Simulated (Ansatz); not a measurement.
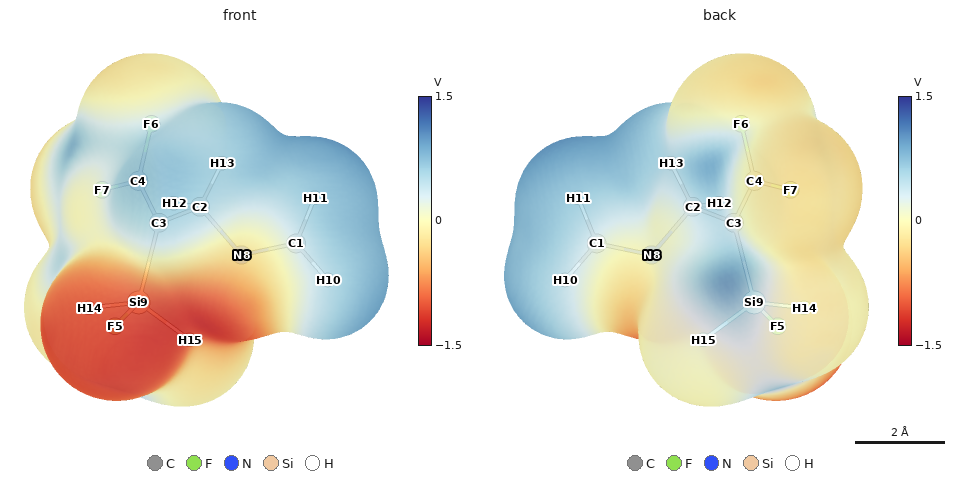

*C₄H₆F₃NSi (SMILES C=NCC([SiH2]F)=C(F)F). The electrostatic potential painted on the density surface at 0.001 e/bohr³, seen from the front and from behind; the colour scale runs from red (negative) to blue (positive).*

Geometry: PBE-D3(BJ)/def2-SVP.

Level of theory: Ansatz, isolated molecule in a Gaussian basis; Kohn-Sham density functional theory, functional PBE0.

The calculation's input:

```
crystal:
  periodic: [false, false, false]
  atoms:
    - {symbol: C, position_ang: [0.213527, -2.337257, 2.134179]}
    - {symbol: C, position_ang: [0.389591, -0.366854, 0.864389]}
    - {symbol: C, position_ang: [-0.665276, 0.174881, -0.080114]}
    - {symbol: C, position_ang: [-0.389990, 0.353338, -1.383007]}
    - {symbol: F, position_ang: [-2.116103, 1.533575, 1.960560]}
    - {symbol: F, position_ang: [0.779799, 0.083741, -1.957262]}
    - {symbol: F, position_ang: [-1.233326, 0.819251, -2.294330]}
    - {symbol: N, position_ang: [-0.261655, -1.186206, 1.872224]}
    - {symbol: Si, position_ang: [-2.346466, 0.569003, 0.651424]}
    - {symbol: H, position_ang: [-0.276058, -2.964241, 2.905155]}
    - {symbol: H, position_ang: [1.112635, -2.764581, 1.624042]}
    - {symbol: H, position_ang: [0.853408, 0.491274, 1.404587]}
    - {symbol: H, position_ang: [1.209047, -0.895419, 0.318006]}
    - {symbol: H, position_ang: [-3.149867, 1.343775, -0.350450]}
    - {symbol: H, position_ang: [-3.091194, -0.654910, 1.082442]}
basis:
  gaussian:
    orbitals: def2-SVPD
hamiltonian:
  xc: {name: PBE0}
output: {forces: true, orbitals: {seedname: orbitals}}
```

Launched as:

```sh
ansatz run input.yaml --threads 4 --pin off --max-ram 7830MiB --events-out events.jsonl --progress --plain --runs-dir runs
```

Q: Which sites attract a positive test charge, and which a negative one?

A: A positive charge is drawn to the negative regions and a negative charge to the positive ones. The most negative region (about −1.2 V, or −28 kcal/mol for a unit charge) lies over F5 and N8, the most positive (about +1.0 V, or +23 kcal/mol for a unit charge) over Si9 and H11.

Q: What dipole moment does the calculation give?

A: Its dipole moment is 2.85 D.
